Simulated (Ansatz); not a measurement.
Relaxed CdSe (wurtzite):

```xyz
4
Lattice="4.3400 0.0000 0.0000 -2.1700 3.7585 0.0000 0.0000 0.0000 7.0780" Properties=species:S:1:pos:R:3 pbc="T T T"
Cd     2.1700     1.2528     0.0040
Cd     0.0000     2.5057     3.5430
Se     2.1700     1.2528     4.4212
Se     0.0000     2.5057     0.8822
```

Scan: atom 2 (Cd, nearest neighbour Se at 2.655 Å; its periodic images, 4.3 Å or more away, move with it) is displaced towards the nearest neighbour, direction (0.817, -0.472, 0.331) in Cartesian axes, by s. The other atoms stay.

The numbers are results of r2SCAN (plane waves to 500 eV, PAW, scalar-relativistic; Ansatz, a first-principles code), not measurements. k mesh 7×7×4 (Γ-centred), Fermi-Dirac smearing 0.05 eV. Energies are smeared free energies. CdSe was relaxed with its symmetry unable to fall. The zero of ΔE is the undisplaced structure.

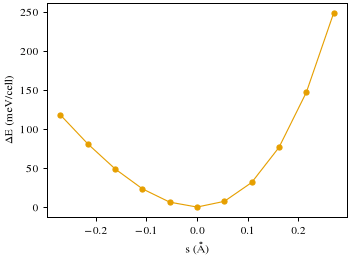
ΔE (meV/cell) against s (Å); markers are the computed points, lines only join them.

Is the energy the same for displacements of ±0.270 Å, and if not, which side lies higher?

Not even: the positive side lies higher at ±0.270 Å.

What is the energy change at s = 0.270 Å?

About 250 meV/cell.

(A displaced cell: forces are minus the slopes of the energy, force constants its curvatures, and phonons follow from these.)
